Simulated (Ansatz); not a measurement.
```xyz
8

W     0.1202    0.0300   -0.0322
H     0.3659   -0.2644    1.6415
F     1.9255    0.3183    0.3167
O    -0.0423    1.8937   -0.2280
H    -0.8689    2.4127   -0.2804
F    -1.7082    0.2255    0.3916
F    -0.3763   -1.7784    0.0268
F     0.7592   -0.4703   -1.7364
```

Core potentials replace the inner electrons of W.

The calculation used Ansatz 0.2.0, RKS PBE/def2-SVP.

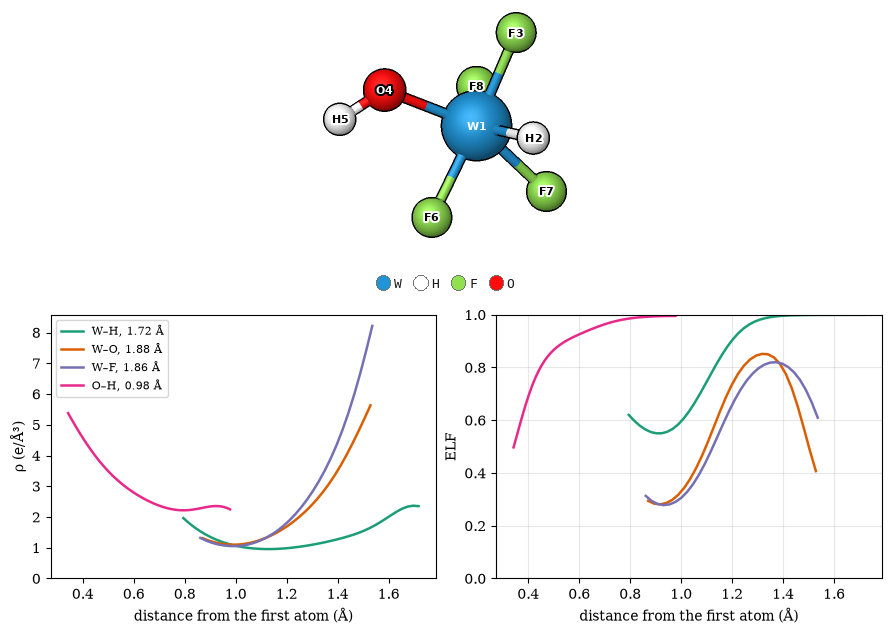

F4H2OW. Electron density and electron localisation function along straight lines between neighbouring atoms. The curves leave out the atomic cores. The structure is drawn too.

Compare the contacts.

Answer. W–H (1.72 Å): the density is about 1.5 e/Å³ at the midpoint; the ELF climbs to about 1 towards the hydrogen.
W–O (1.88 Å): the density is about 1.1 e/Å³ at the midpoint; the ELF peaks at about 0.85 in the valence shell of O, 0.6 Å from its nucleus, and drops to about 0.30 between the two atoms.
W–F (1.86 Å): the density is about 1.1 e/Å³ at the midpoint; the ELF peaks at about 0.80 in the valence shell of F, 0.5 Å from its nucleus, and drops to about 0.30 between the two atoms.
O–H (0.98 Å): the density is about 3.6 e/Å³ at the midpoint; the ELF climbs to about 1 towards the hydrogen (an ordinary covalent bond to hydrogen).
